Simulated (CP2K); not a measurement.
Consider ammonia borane at its PBE geometry (Å).

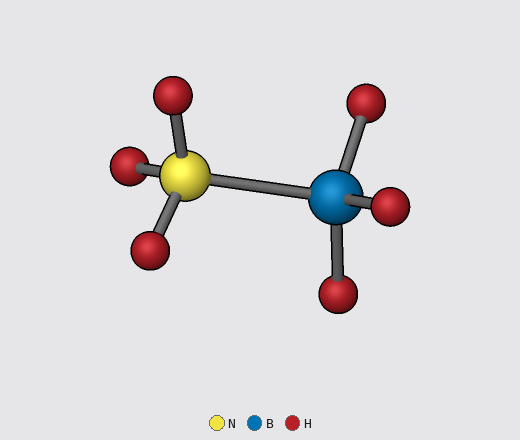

The molecule (nitrogen yellow, boron blue, hydrogen red).

```xyz
8

N    -0.7960   -0.1129    0.0034
B     0.8362    0.1192   -0.0062
H    -1.2550    0.5082    0.6750
H    -1.0326   -1.0740    0.2636
H    -1.2097    0.0680   -0.9148
H     0.9932    1.2812   -0.3216
H     1.2666   -0.6653   -0.8269
H     1.1974   -0.1243    1.1274
```

Method: CP2K XAS_TDP, all-electron GAPW, PBEh(45%), aug-cc-pVTZ, TDA, GW2X-corrected core level, no relativity.

Q: Predict the bright core excitations at the N K edge.

Leading lines: N1 404.41 eV. The leading line of an atom is its first one with 35 % of the strongest within 2.5 eV of its lowest line over the strength cut. Core ionisation energies at this level: N1 406.98 eV.

The first six lines of each atom with a strength over 0.0015:

| atom | energy (eV) | states | strength, one atom | above the computed threshold |
| --- | --- | --- | --- | --- |
| N1 (bonded to B and 3 H) | 403.25 | 1 | 0.0087 |  |
|  | 404.41 | 2 | 0.0689 |  |
|  | 406.66 | 2 | 0.0089 |  |
|  | 407.07 | 2 | 0.0017 | yes |
|  | 407.12 | 1 | 0.0074 | yes |
|  | 407.43 | 2 | 0.0068 | yes |

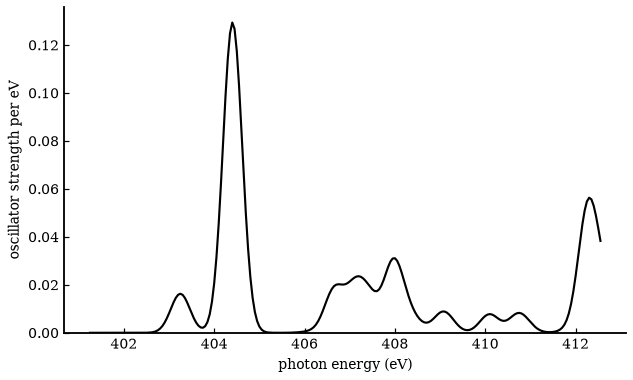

All atoms added, broadened by 0.5 eV.

Lines are vertical, at one geometry, with no vibrational structure. GW2X ionisation energies and lines can be off by 1 to 2 eV either way, and a good line position may hide errors that cancel. These values hold no scalar relativity, about 0.2 eV for N 1s. Rydberg lines, and the discretised continuum above threshold, depend on the basis and the box.

[Banner, clock and machine lines of the logs are left out without a mark of their own.]

[Logs are printed without paths, hosts, clocks, repeated set-up lines and the standing remarks that a program may print on its own settings, such as how far it seeks lower states.]

[Hosts, paths, dates, database ids (printed as entryN), source tags and the programs' standing remarks are cut or masked in the printed files.]
